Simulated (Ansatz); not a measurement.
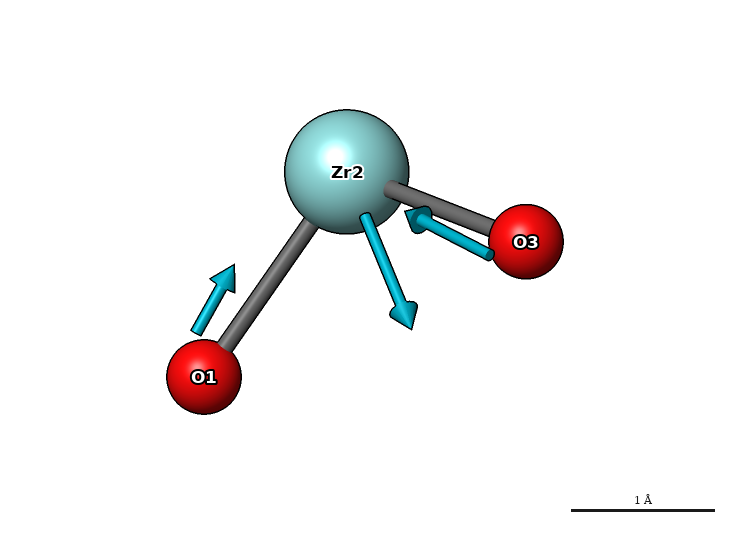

Arrows show the forces on the atoms, 0.5 Å of arrow for 1 eV/Å; forces under a tenth of the largest aren't drawn. The species is neutral and a spin singlet. Level of theory: PBE0-D4/def2-TZVPP (Ansatz 0.2.0).

Question: On which atom is the force largest, and how large is it?

Answer: On Zr2: 2.05 eV/Å.

Question: Along which bond is the force strongest?

Answer: Zr2–O3, now 1.801 Å: the forces pull its atoms together, so a first step downhill shortens it.

List the force components in the frame of the picture (x right, y up, z towards the viewer), in eV/Å.

```json
{"atom": "O1", "Fx": "0.55", "Fy": "0.98", "Fz": "0.11"}
{"atom": "Zr2", "Fx": "0.66", "Fy": "−1.61", "Fz": "1.10"}
{"atom": "O3", "Fx": "−1.21", "Fy": "0.62", "Fz": "−1.21"}
```
